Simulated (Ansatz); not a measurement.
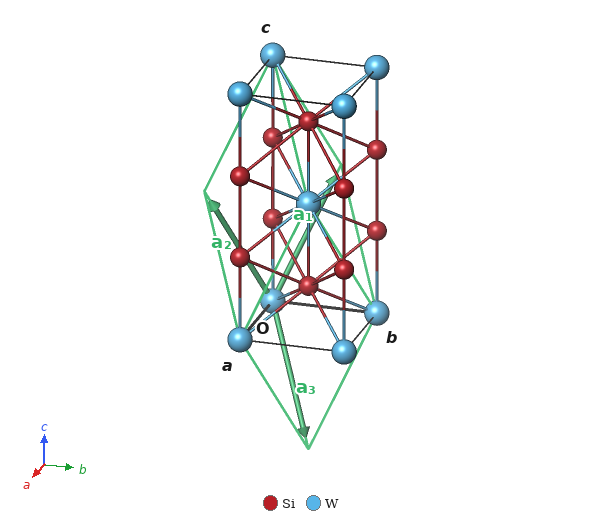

Crystal: Si2W, the input geometry of an electronic-structure calculation (not necessarily at equilibrium). The conventional cell (thin) and a primitive cell (coloured, vectors a₁, a₂, a₃). Symmetry computed with spglib at a tolerance of 0.002 Å; standard conventional cell.

a = 3.215 Å, b = 3.215 Å, c = 7.802 Å, α = 90.00°, β = 90.00°, γ = 90.00°.

**What is the centring, and how are the primitive vectors built?**

I, body-centred tetragonal, with lattice points at (0, 0, 0), (1/2, 1/2, 1/2). a₁ = −1/2 a + 1/2 b + 1/2 c; a₂ = 1/2 a − 1/2 b + 1/2 c; a₃ = 1/2 a + 1/2 b − 1/2 c.

**Give the primitive cell's size and content.**

Edges 4.515, 4.515, 4.515 Å; angles 138.29°, 138.29°, 60.46°; volume 40.32 Å³, 1/2 of the conventional cell; 3 of its 6 atoms.
